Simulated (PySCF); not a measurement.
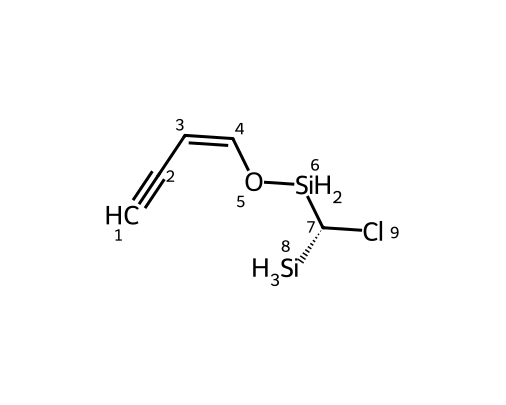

A structural formula, with wedges where it has stereocentres; small numbers name the atoms. The configuration is that of a computed structure (GFN2-xTB).

Assign CIP descriptors.

C7: R; C3=C4: Z.

Write the isomeric SMILES.

C#C/C=C\O[SiH2][C@@H]([SiH3])Cl
